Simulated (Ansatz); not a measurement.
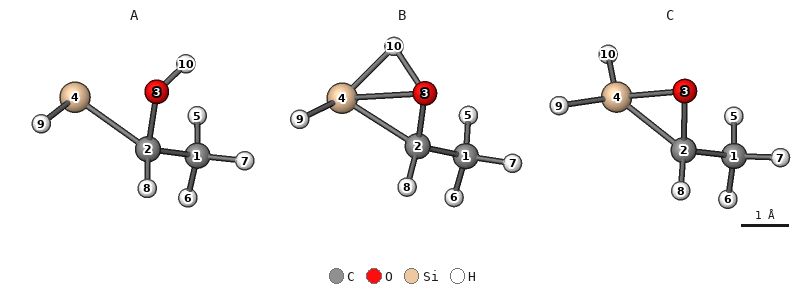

3 geometries from a converged minimum-energy path of C2H6OSi, shuffled. The picture is a ball-and-stick view, seen from a free direction.

Level of theory: RKS B3LYP-D4/def2-SVP (Ansatz). Run with 5 movable images; climbing image; force threshold 0.05 eV/Å; iteration limit 60; starting path through a guess of the saddle point.

Question: Which frame is the top of the path?

Answer: B. In order along the path, whose images run from 0 to 6: C (image 0, 0.0 kcal/mol), B (image 3, +50.2 kcal/mol), A (image 6, +24.9 kcal/mol). A hydrogen atom shifts from one atom to another. Breaking: Si4–H10 (1.48 → 1.61 at the top → 2.56 Å). Forming: O3–H10 (2.71 → 1.37 at the top → 0.97 Å).
